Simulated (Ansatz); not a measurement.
**BH₃F (doublet): from Hartree-Fock to the top rungs at distance B1–H4 along a hydrogen transfer = 1.533 Å, cc-pVDZ**

How much of the correlation energy of BH₃F (doublet) does each wave-function method recover here?

The runs use Ansatz 0.2.0, Gaussian basis; cc-pVDZ, core rule «outside noble gas», up to 2 orbitals frozen.

To be run: UHF; CCSD(T) on ROHF; CCSD(T) on UHF; BCCD(T) on ROHF; CISD; CCSDT(Q) on ROHF; CCSDT(Q) on UHF; CASSCF and MRCISD+Q, 3 electrons in 3 orbitals; CASSCF and NEVPT2, 3 electrons in 3 orbitals.

16 further runs of the same task are left out: 9 for a known fault of the program, 1 for a mislabelled method, 5 that didn't finish, 1 set aside as unsound or not needed.

### 1 The geometry

The geometry derives from fragments relaxed apart (PBE0/def2-TZVP) and kept rigid, so it is no stationary point. A hydrogen atom is moved between rigid fragments.

5 atoms, charge 0, spin multiplicity 2.

Atoms are counted from 1 here; the program's logs count them from 0.

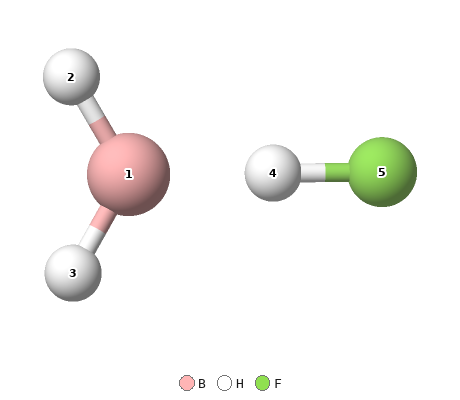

The geometry (boron pink, hydrogen white, fluorine green); atoms are numbered from 1 in the order of the file.

### 2 UHF

Input file in.yaml:

```yaml
crystal:
  periodic: [false, false, false]
  atoms:
    - {symbol: B, position_ang: [-1.565212, 0.000000, 0.000000]}
    - {symbol: H, position_ang: [-2.161945, 1.033571, 0.000000]}
    - {symbol: H, position_ang: [-2.161945, -1.033571, 0.000000]}
    - {symbol: H, position_ang: [-0.032212, 0.000000, 0.000000]}
    - {symbol: F, position_ang: [1.121788, 0.000000, 0.000000]}
basis:
  gaussian: {orbitals: cc-pVDZ}
magnetization: {spin_polarized: true, initial_magnetization: 1}
hamiltonian: {xc: hf}
output: {orbitals: {seedname: orbitals}}
```

Run with:

```console
$ ansatz run in.yaml --threads 1 --pin off --events-out ev --progress --plain --max-ram 2393MiB
```

The runs that follow: CCSD(T) on ROHF; CCSD(T) on UHF; BCCD(T) on ROHF; CISD; CCSDT(Q) on ROHF; CCSDT(Q) on UHF; CASSCF and MRCISD+Q, 3 electrons in 3 orbitals; CASSCF and NEVPT2, 3 electrons in 3 orbitals.

**Question.** What will the summary of the whole plan be? Wanted: UCCSDT(Q) below the RHF energy; RMP2 from UCCSDT(Q); UMP2 from UCCSDT(Q); RCCSD from UCCSDT(Q); RCCSD(T) from UCCSDT(Q); UCCSD(T) from UCCSDT(Q); RCCSDT(Q) from UCCSDT(Q); NEVPT2 pair from UCCSDT(Q); MRCISD+Q pair from UCCSDT(Q).

The runs gave:

```
                         quantity                                                   value
   UCCSDT(Q) below the RHF energy                                              -8.6698 eV
              RMP2 from UCCSDT(Q)                                              +811.3 meV
              UMP2 from UCCSDT(Q)                                              +904.0 meV
             RCCSD from UCCSDT(Q)                                              +169.5 meV
          RCCSD(T) from UCCSDT(Q)                                               +35.5 meV
          UCCSD(T) from UCCSDT(Q)                                               +36.0 meV
         RCCSDT(Q) from UCCSDT(Q)                                                +1.0 meV
       NEVPT2 pair from UCCSDT(Q)                                              +802.9 meV
     MRCISD+Q pair from UCCSDT(Q)                                               +87.1 meV
levels within 1 kcal/mol (43 meV)  RCCSD(T), UCCSD(T), BCCD(T), RCCSDT, UCCSDT, RCCSDT(Q)
                    T1 diagnostic                                                   0.022
```

**Reading.** RCCSD(T) lands +35.5 meV from the yardstick (0.4 % of the correlation energy). Of the multireference levels listed MRCISD+Q pair comes nearest in total energy (+87.1 meV), which doesn't show that its space is the better one. These misses are within one basis, not against nature; the frozen cores of restricted and unrestricted runs differ, which can shift their rows.
